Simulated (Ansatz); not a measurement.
Input

```
crystal:
  periodic: [false, false, false]
  atoms:
    - {symbol: F, position_ang: [1.756618, -1.327262, 0.517148]}
    - {symbol: C, position_ang: [1.068150, -0.246685, 0.071547]}
    - {symbol: C, position_ang: [-0.017938, -0.512174, -0.985677]}
    - {symbol: C, position_ang: [-0.940429, 0.440511, -0.228051]}
    - {symbol: F, position_ang: [-0.906068, 1.697482, -0.714361]}
    - {symbol: F, position_ang: [-2.218216, 0.081290, -0.078430]}
    - {symbol: C, position_ang: [-0.021434, 0.298245, 1.017041]}
    - {symbol: F, position_ang: [-0.478413, -0.641743, 1.854936]}
    - {symbol: F, position_ang: [0.251716, 1.404814, 1.711967]}
    - {symbol: H, position_ang: [1.767479, 0.543588, -0.211113]}
    - {symbol: H, position_ang: [-0.385571, -1.535747, -0.901577]}
    - {symbol: H, position_ang: [0.201207, -0.257520, -2.019526]}
basis:
  gaussian: {orbitals: def2-TZVPP}
hamiltonian: {xc: pbe0, dispersion: d4}
output: {orbitals: {seedname: orbitals}}
```

Launched as:

```sh
ansatz run in.yaml --threads 2 --pin off --events-out ev --progress --plain --max-ram 32768MiB --backend cuda --devices 0, --max-vram 18GiB
```

Geometry: PBE0-D4/def2-TZVP.

Theory: Ansatz 0.2.0, RKS PBE0-D4/def2-TZVPP.

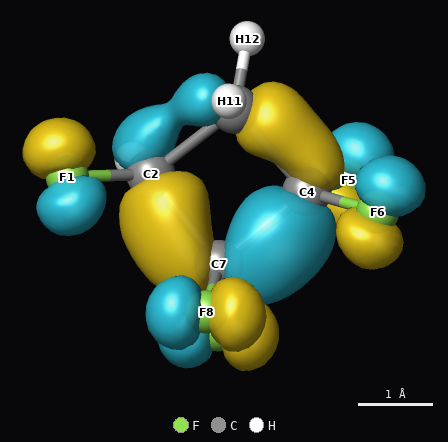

C4H3F5 (SMILES FC1CC(F)(F)C1(F)F). The HOMO at ±0.15 Å⁻³ᐟ² (yellow and cyan are the two phases), seen at a tilt.

Question: Where does this orbital lie, and at what energy?

Answer: It lies mainly on C7 (about 20 %), C4 (about 15 %), C2 (about 10 %), F9 (about 10 %), F8 (about 10 %) and F1 (about 10 %). Its energy is −9.27 eV.
